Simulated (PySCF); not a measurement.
SMILES C=C=C (C3H4) at its CAM-B3LYP/def2-SVP optimised geometry (Å):

```
7

C      1.3056     0.0008     0.0000
C      0.0002     0.0008     0.0000
C     -1.3053     0.0003    -0.0001
H      1.8716    -0.1889    -0.9171
H      1.8719     0.1905     0.9168
H     -1.8708    -0.9170     0.1896
H     -1.8719     0.9170    -0.1897
```

Calculation: CAM-B3LYP/def2-TZVP (PySCF). Cells within 0.4 Å of a nucleus heavier than hydrogen are left out (blank, or x).

Map of the electrostatic potential (hartree/e), clipped to [-0.08, 0.12] on the plane z = 0.0 Å:

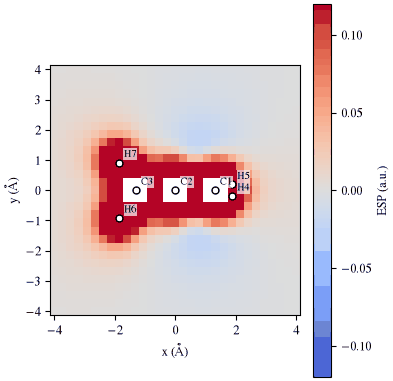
Electrostatic potential (hartree/e), clipped to [-0.08, 0.12] on the plane z = 0.0 Å.
